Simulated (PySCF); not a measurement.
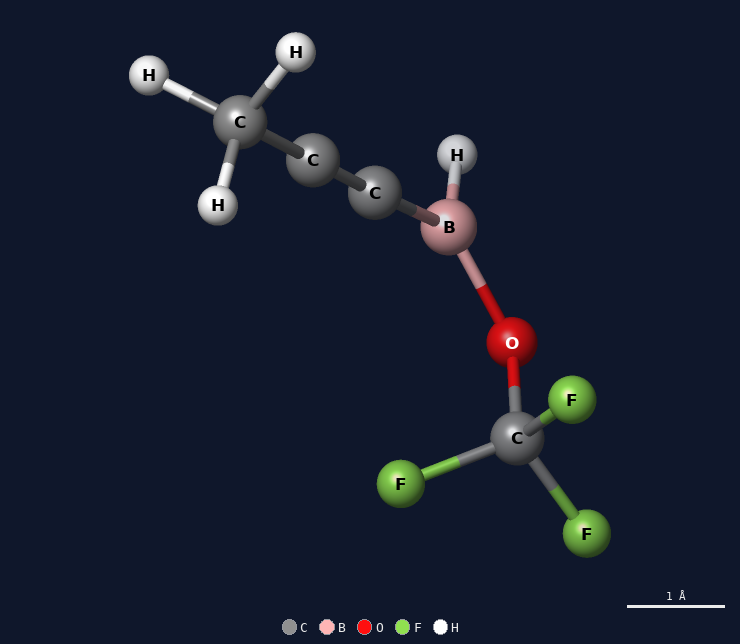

The picture shows a molecular structure as a ball-and-stick model.

The computed structure is the end point of a PBE0-D3(BJ)/def2-SVP optimisation. No frequency run is at hand to confirm it as a minimum.

What is the molecular formula?

Answer. C₄H₄BF₃O, 13 atoms: 4 carbon, 4 hydrogen, 1 boron, 3 fluorine and 1 oxygen.

Which point group does it belong to?

Answer. C1.

Count the bonded pairs by element.

Answer. 3 C–F, 3 C–H, 2 C–C, 1 C–B, 1 B–O, 1 C–O, 1 B–H.

Describe its rings.

Answer. It has no ring.

More results for the same structure follow; atom numbers are the same in all pictures, views and colours differ.

Geometry

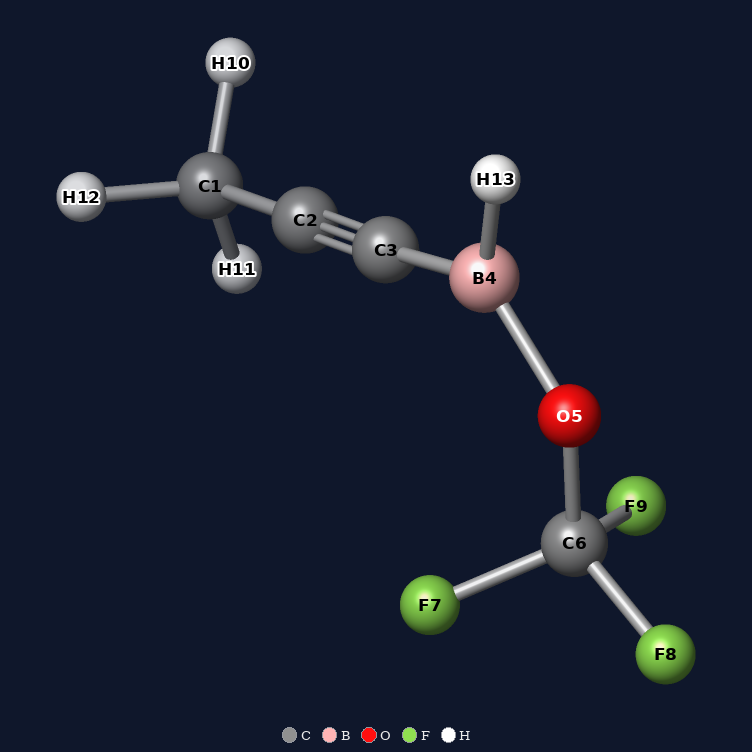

Numbered structure. No frequency run is at hand to confirm it as a minimum.

List the bonds and their lengths.

```json
{"bond": "C1–C2", "length (Å)": "1.448", "order": "single"}
{"bond": "C1–H10", "length (Å)": "1.101", "order": "single"}
{"bond": "C1–H11", "length (Å)": "1.101", "order": "single"}
{"bond": "C1–H12", "length (Å)": "1.102", "order": "single"}
{"bond": "C2–C3", "length (Å)": "1.220", "order": "triple"}
{"bond": "C3–B4", "length (Å)": "1.512", "order": "single"}
{"bond": "B4–O5", "length (Å)": "1.378", "order": "single"}
{"bond": "B4–H13", "length (Å)": "1.204", "order": "single"}
{"bond": "O5–C6", "length (Å)": "1.350", "order": "single"}
{"bond": "C6–F7", "length (Å)": "1.329", "order": "single"}
{"bond": "C6–F8", "length (Å)": "1.322", "order": "single"}
{"bond": "C6–F9", "length (Å)": "1.329", "order": "single"}
```

Electronic properties

No frequency run is at hand to confirm it as a minimum. Properties computed with PBE/pcSseg-1, gas phase (PySCF 2.14.0).

Predict the main results.

- dipole moment: 3.10 D
- HOMO energy (Kohn–Sham orbital): −6.79 eV
- LUMO energy (Kohn–Sham orbital): −2.62 eV
- HOMO–LUMO gap: 4.17 eV

Spin–spin coupling

No frequency run is at hand to confirm it as a minimum. Level of theory: B3LYP/pcJ-1 indirect spin-spin coupling, non-relativistic, gas phase (PySCF 2.14.0). Isotopes: 11B, 13C, 19F, 1H, 17O.

Give the spin–spin coupling constants of these pairs, with the number of bonds between them: C3/B4, B4/O5, C6/F7, O5/F7, F7/F9, F7/F8, C1/B4, B4/F8, B4/F7, B4/F9.

```tsv
pair	bonds apart	J (Hz)
C3, B4	1	110.5
B4, O5	1	−1.9
C6, F7	1	−343.4
O5, F7	2	6.4
F7, F9	2	−9.9
F7, F8	2	3.8
C1, B4	3	1.7
B4, F8	3	9.3
B4, F7	3	1.5
B4, F9	3	1.3
```

Density functionals are unreliable for couplings to fluorine, so those rows may be far off.

Quadrupole coupling

No frequency run is at hand to confirm it as a minimum. Electric field gradients from the ground-state density, B3LYP/pcJ-1 (PySCF 2.14.0), non-relativistic apart from any core potentials.

Give the largest field-gradient component, the quadrupole coupling constant and the asymmetry for 11B at B4 (Q = 40.59 mb), 17O at O5 (Q = −25.6 mb), 2H at H10 (Q = 2.86 mb), 2H at H11 (Q = 2.86 mb).

```csv
atom,V_zz (a.u.),e²qQ/h (MHz),η
B4,0.412,3.93,0.55
O5,1.597,−9.60,0.05
H10,0.278,0.187,0.04
H11,0.278,0.187,0.04
```

Core levels

No frequency run is at hand to confirm it as a minimum. Level of theory: delta-SCF UKS SCAN, pcX-2 on the ionised atom, pcseg-1 elsewhere, spin-free X2C (PySCF 2.14.0).

Give the core-electron binding energies (to vacuum) of C1 1s, C2 1s, C3 1s, B4 1s, O5 1s, C6 1s, F7 1s.

| atom | level | binding energy (eV) |
| --- | --- | --- |
| C1 | 1s | 292.1 |
| C2 | 1s | 291.1 |
| C3 | 1s | 290.2 |
| B4 | 1s | 197.4 |
| O5 | 1s | 540.1 |
| C6 | 1s | 299.9 |
| F7 | 1s | 694.3 |
